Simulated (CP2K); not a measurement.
# AlSiNH4O (SMILES O[SiH]1[NH][AlH]1) at MNDOD

What is the energy difference between two shapes of AlSiNH4O at MNDOD? 

The results are computed with CP2K 2026.2.

## Step 1: The structure to begin with

AlSiNH4O has 8 atoms, charge 0, and is taken as a singlet. SMILES: `O[SiH]1[NH][AlH]1`. Geometry: a GFN2-xTB relaxation, a rough one for these elements and not checked as a minimum. This is one conformer, not always the lowest.

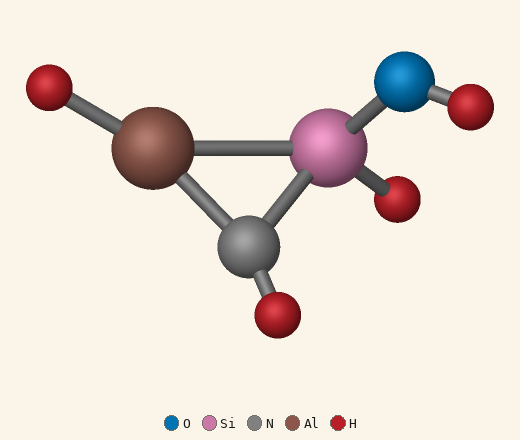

The structure, seen from a chosen angle (oxygen blue, silicon pink, nitrogen grey, aluminium brown, hydrogen red).

## Step 2: Energy and forces at MNDOD

The input, run.inp:

```
&GLOBAL
  PROJECT_NAME run
  RUN_TYPE ENERGY_FORCE
  PRINT_LEVEL MEDIUM
&END GLOBAL

&FORCE_EVAL
  METHOD QS
  &DFT
    ! Quickstep
    &QS
      METHOD MNDOD
      EPS_DEFAULT 1.0E-10
      &SE
        &COULOMB
          CUTOFF [angstrom] 50
          RC_RANGE [angstrom] 0
        &END COULOMB
        &EXCHANGE
          CUTOFF [angstrom] 50
          RC_RANGE [angstrom] 0
        &END EXCHANGE
      &END SE
    &END QS
    &POISSON
      PERIODIC NONE
      POISSON_SOLVER ANALYTIC
    &END POISSON
    ! SCF settings
    &SCF
      SCF_GUESS ATOMIC
      EPS_SCF 1.0E-07
      MAX_SCF 50
      &OT
        MINIMIZER DIIS
        PRECONDITIONER FULL_ALL
      &END OT
      &OUTER_SCF
        EPS_SCF 1.0E-07
        MAX_SCF 10
      &END OUTER_SCF
    &END SCF
    &PRINT
      &MOMENTS
        PERIODIC F
        REFERENCE COM
        MAX_MOMENT 1
      &END MOMENTS
      &MO_CUBES
        NLUMO 3
        NHOMO -1
        WRITE_CUBE F
      &END MO_CUBES
      &HIRSHFELD OFF
      &END HIRSHFELD
    &END PRINT
  &END DFT
  ! structure
  &SUBSYS
    &CELL
      ABC 13 11.3 10.7
      PERIODIC NONE
    &END CELL
    &COORD
      O     -1.322960    -0.417290     1.233900
      Si    -0.686580    -0.394350    -0.270850
      N      0.673820     0.865760    -0.474840
      Al     1.663050    -0.608790    -0.303020
      H     -1.993980     0.200220     1.522080
      H     -1.816960    -0.077270    -1.179030
      H      0.510290     1.864890    -0.555270
      H      2.973320    -1.433170     0.027040
    &END COORD
    &TOPOLOGY
      &CENTER_COORDINATES
      &END CENTER_COORDINATES
    &END TOPOLOGY
  &END SUBSYS
  ! extra output
  &PRINT
    &FORCES ON
    &END FORCES
  &END PRINT
&END FORCE_EVAL
```

Started as:

```
$ OMP_NUM_THREADS=1 cp2k.psmp -i run.inp -o run.out
```

Standard output (excerpt; [...] marks lines left out):

```text
CP2K| version string:                                       CP2K version 2026.2
[...]
 GLOBAL| Method name                                                        CP2K
[...]
 GLOBAL| Run type                                                   ENERGY_FORCE
[...]
                             - Atoms:                                          8
[...]
                             - Spherical basis functions:                     30
[...]
 Number of electrons:                                                         22
[...]
     1 OT DIIS     0.15E+00    0.0     0.34327443       -21.4842711172 -2.15E+01
[...]
     9 OT DIIS     0.15E+00    0.0     0.00000007       -26.5229416270 -5.26E-12
  *** SCF run converged in     9 steps ***
  Core-core repulsion energy [eV]:                           1138.82194805948552
  Core Hamiltonian energy [eV]:                             -1184.85449396596800
  Two-electron integral energy [eV]:                        -1351.38679941939927
  Electronic energy [eV]:                                   -1860.54789367566764
  Total energy [eV]:                                         -721.72594561618234
  Atomic reference energy [eV]:                               719.99893236986202
  Heat of formation [kcal/mol]:                               -39.82587472848915
[...]
 SE_DIPOLE| Moment [Debye]         -0.63077174      -0.81843307       0.05554404
 SE_DIPOLE| Derivative [a.u.]       0.00000000       0.00000000       0.00000000
 *** WARNING in qs_scf_post_se.F:140 :: Printing of MO cube files not ***
 *** implemented for Semi-Empirical method.                           ***
 ENERGY| Total FORCE_EVAL ( QS ) energy [hartree]            -26.522941626958030
 FORCES| Atomic forces [hartree/bohr]
 FORCES|   Atom     x               y               z               |f|
 FORCES|      1 -3.47510454E-02  5.95780422E-03  6.42513466E-02   7.32896045E-02
 FORCES|      2  4.29387080E-02  1.19478232E-02 -6.81477497E-02   8.14284895E-02
 FORCES|      3 -2.52748043E-02  8.92677909E-03 -2.82614463E-04   2.68063983E-02
 FORCES|      4  1.08404341E-02 -2.39799366E-02  8.10516380E-03   2.75362679E-02
 FORCES|      5  1.90928371E-03 -7.61640681E-03  4.04738639E-03   8.83381874E-03
 FORCES|      6  1.68031604E-02 -1.02376850E-02  3.47944663E-03   1.99815650E-02
 FORCES|      7  1.98964460E-02 -9.42447691E-03  5.07866773E-04   2.20215180E-02
 FORCES|      8 -3.23621824E-02  2.44260988E-02 -1.19608460E-02   4.22730055E-02
 FORCES| Sum     5.13478149E-16 -3.08780779E-16 -6.27969898E-16
 FORCES| Total atomic force                                       8.67958278E-16
[...]
```

Wall time 1.1 s (1 thread of Arm Neoverse N1, shared host); peak memory 0.14 GiB.

## Step 3: The distorted shape

The input, qs.inp:

```
&GLOBAL
 PROJECT_NAME qs
 RUN_TYPE ENERGY_FORCE
 PRINT_LEVEL MEDIUM
&END GLOBAL
&FORCE_EVAL
 METHOD QS
 &DFT
  ! Quickstep
  &QS
   METHOD MNDOD
   EPS_DEFAULT 1.0E-10
   &SE
    &COULOMB
     CUTOFF [angstrom] 50
     RC_RANGE [angstrom] 0
    &END COULOMB
    &EXCHANGE
     CUTOFF [angstrom] 50
     RC_RANGE [angstrom] 0
    &END EXCHANGE
   &END SE
  &END QS
  &POISSON
   PERIODIC NONE
   POISSON_SOLVER ANALYTIC
  &END POISSON
  ! SCF settings
  &SCF
   SCF_GUESS ATOMIC
   EPS_SCF 1.0E-07
   MAX_SCF 50
   &OT
    MINIMIZER DIIS
    PRECONDITIONER FULL_ALL
   &END OT
   &OUTER_SCF
    EPS_SCF 1.0E-07
    MAX_SCF 10
   &END OUTER_SCF
  &END SCF
  &PRINT
   &MOMENTS
    PERIODIC F
    REFERENCE COM
    MAX_MOMENT 1
   &END MOMENTS
   &MO_CUBES
    NLUMO 3
    NHOMO -1
    WRITE_CUBE F
   &END MO_CUBES
   &HIRSHFELD OFF
   &END HIRSHFELD
  &END PRINT
 &END DFT
 ! structure
 &SUBSYS
  ! vacuum box
  &CELL
   ABC 12.9 11.4 10.6
   PERIODIC NONE
  &END CELL
  &COORD
   O     -1.303072    -0.467522     1.252644
   Si    -0.708567    -0.479850    -0.312203
   N      0.689626     0.841237    -0.499631
   Al     1.676452    -0.493064    -0.341882
   H     -1.984128     0.158609     1.457327
   H     -1.733381    -0.091025    -1.148161
   H      0.518011     1.953615    -0.580634
   H      2.935129    -1.466771     0.063067
  &END COORD
  &TOPOLOGY
   &CENTER_COORDINATES
   &END CENTER_COORDINATES
  &END TOPOLOGY
 &END SUBSYS
 ! extra output
 &PRINT
  &FORCES ON
  &END FORCES
 &END PRINT
&END FORCE_EVAL
```

Started as:

```
$ OMP_NUM_THREADS=1 cp2k.psmp -i qs.inp -o qs.out
```

Standard output (excerpt; [...] marks lines left out):

```text
CP2K| version string:                                       CP2K version 2026.2
[...]
 GLOBAL| Method name                                                        CP2K
[...]
 GLOBAL| Run type                                                   ENERGY_FORCE
[...]
                             - Atoms:                                          8
[...]
                             - Spherical basis functions:                     30
[...]
 Number of electrons:                                                         22
[...]
     1 OT DIIS     0.15E+00    0.0     0.34089448       -21.5153209488 -2.15E+01
[...]
     9 OT DIIS     0.15E+00    0.0     0.00000007       -26.4997519200 -5.05E-12
  *** SCF run converged in     9 steps ***
  Core-core repulsion energy [eV]:                           1132.73433716066756
  Core Hamiltonian energy [eV]:                             -1182.95668040394889
  Two-electron integral energy [eV]:                        -1341.74515671096719
  Electronic energy [eV]:                                   -1853.82925875943261
  Total energy [eV]:                                         -721.09492159876481
  Atomic reference energy [eV]:                               719.99893236986202
  Heat of formation [kcal/mol]:                               -25.27411403882408
[...]
 *** WARNING in qs_scf_post_se.F:140 :: Printing of MO cube files not ***
 *** implemented for Semi-Empirical method.                           ***
 ENERGY| Total FORCE_EVAL ( QS ) energy [hartree]            -26.499751920005075
 FORCES| Atomic forces [hartree/bohr]
 FORCES|   Atom     x               y               z               |f|
 FORCES|      1 -1.67538584E-02  2.25334303E-03  2.89381728E-02   3.35139847E-02
 FORCES|      2  6.38565248E-02  6.39165202E-03 -1.94650970E-02   6.70626496E-02
 FORCES|      3 -6.02958474E-02  1.09650058E-01 -8.89176007E-03   1.25450340E-01
 FORCES|      4  4.44930454E-02 -7.19192912E-02  1.81035166E-02   8.64855644E-02
 FORCES|      5 -5.69858748E-03 -5.20229584E-04  1.08495770E-02   1.22661265E-02
 FORCES|      6 -1.49055559E-02 -3.68291643E-04 -1.88003116E-02   2.39950610E-02
 FORCES|      7  2.50353380E-02 -7.88372698E-02  5.72818487E-03   8.29149887E-02
 FORCES|      8 -3.57310591E-02  3.33500295E-02 -1.64622827E-02   5.15746043E-02
 FORCES| Sum     5.13478149E-16 -1.45716772E-16  1.04083409E-17
 FORCES| Total atomic force                                       5.33855337E-16
[...]
```

Run time: 1.1 s. Hardware: 1 thread of Arm Neoverse N1, shared host; peak memory 0.14 GiB.

## Step 4: What came out

At MNDOD:

```
                                                  quantity           value
                                 first shape: total energy    -26.52294 Eh
                                first shape: dipole moment          1.03 D
    first shape: heat of formation at this unrelaxed shape  -39.8 kcal/mol
                     first shape: largest force on an atom      4.187 eV/Å
                             distorted shape: total energy    -26.49975 Eh
                            distorted shape: dipole moment          1.67 D
distorted shape: heat of formation at this unrelaxed shape  -25.3 kcal/mol
                 distorted shape: largest force on an atom      6.451 eV/Å
                    energy change with the atoms displaced        0.631 eV
```

**Reading.** With the atoms displaced the energy rises by 0.63 eV (60.9 kJ/mol). The first shape isn't relaxed at this level, so the change isn't measured from a minimum. The largest force (first shape) is 4.19 eV/Å: the shape isn't a stationary point for this species at this level.
